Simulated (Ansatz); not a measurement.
# BeBr: the cost of one run

Program: Ansatz 0.2.0. Level of theory: DFT PBE, plane waves, PAW, scalar-relativistic, no spin polarisation. These are calculated values, not measurements.

## (1) The system as given

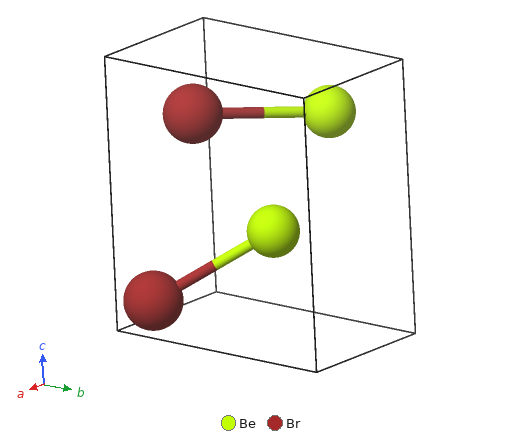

Start, viewed slightly off an axis; beryllium green, bromine red. Each atom of the cell is drawn once.

Coordinates:

```
Be Br
1.0
     4.38899    0.32276    0.62345
    -0.01431    3.97475    0.06946
    -0.08086   -0.59500    4.99468
Be Br
2 2
Direct
  0.98990 0.60092 0.73311
  0.62559 0.61338 0.38889
  0.85367 0.10524 0.09084
  0.40616 0.12125 0.71139
```

## (2) Molecular dynamics

input.yaml

```yaml
crystal:
  lattice:
    - [4.38899, 0.322756, 0.623451]
    - [-0.014306, 3.97475, 0.069459]
    - [-0.080864, -0.594997, 4.994683]
  atoms:
    - { symbol: Be, position: [0.989901, 0.600924, 0.733114] }
    - { symbol: Be, position: [0.625586, 0.61338, 0.388895] }
    - { symbol: Br, position: [0.853667, 0.105238, 0.090844] }
    - { symbol: Br, position: [0.406165, 0.121251, 0.711394] }
kpoints:
  mp_grid: { grid: [3, 4, 3] }
magnetization:
  spin_polarized: false
scf:
  occupations: { method: cold, width: 0.15 }
  initial_density: { chi_scale: 0.1 }
hamiltonian:
  pseudopotentials: { kind: paw }
  xc: pbe
basis:
  ecutwfc: "22.0 Ry"
md:
  timestep: 1.5
  n_steps: 60
  ensemble: nve
  temperature: 100.0
  initial_velocities: maxwell_boltzmann
  seed: 891483
accuracy: high
```

On the command line:

```bash
$ ansatz run input.yaml --threads 2 --pin off --max-ram 2560MiB --backend cpu --events-out ev --progress --plain --runs-dir out
```

What time and memory should one allow on 2 threads of Arm Neoverse V2, shared host?

About 35 s, with a peak of 0.29 GiB.
